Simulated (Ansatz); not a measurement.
Band structure of Li3Mg (P6_3/mmc, 8 atoms in the cell).

```
Li3Mg
1.0
    6.09096     0.00000     0.00000
   -3.04548     5.27493     0.00000
    0.00000     0.00000     5.01154
Li Mg
6 2
Direct
  0.33354   0.16677   0.25000
  0.66646   0.83323   0.75000
  0.16677   0.33354   0.75000
  0.83323   0.66646   0.25000
  0.83323   0.16677   0.25000
  0.16677   0.83323   0.75000
  0.33333   0.66667   0.25000
  0.66667   0.33333   0.75000
```

Method of the run: LDA (PW92), PAW files made with PBE (plane waves; Ansatz, a program for electronic structure).

Settings: kpoints.mp_grid.grid = 4 4 5; hamiltonian.xc = lda; hamiltonian.pseudopotentials = {kind: paw} (the program's default PAW files); scf.occupations.method = fermi_dirac; scf.occupations.width = 0.05 eV; kpoints.band_path.npoints = 8.

The starting cell comes from a database of computed structures (which also holds hypothetical and non-ambient phases and stackings), without a prior relaxation at this level.

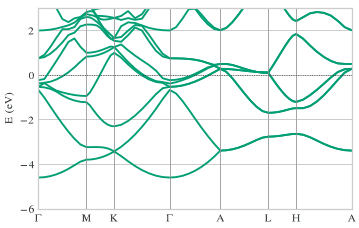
Figure: Bands along the path, energies from the Fermi level.

Levels in eV from the Fermi level, bands 15 to 22:
```tsv
point	15	16	17	18	19	20	21	22
Γ	-4.61	-0.68	-0.54	-0.54	-0.39	-0.24	0.74	0.74
M	-3.81	-3.24	-1.23	-0.95	0.81	0.98	2.25	2.59
K	-3.44	-3.44	-2.31	0.98	1.24	1.24	1.52	1.64
A	-3.40	-3.40	0.27	0.27	0.27	0.27	0.48	0.48
L	-2.77	-2.77	-1.70	-1.70	0.08	0.08	0.11	0.11
H	-2.65	-2.65	-1.50	-1.50	-1.22	-1.22	1.83	1.83
```

Bands cross the Fermi level along this path, so the cell is metallic at this level.

Keys are those of Ansatz 0.2.
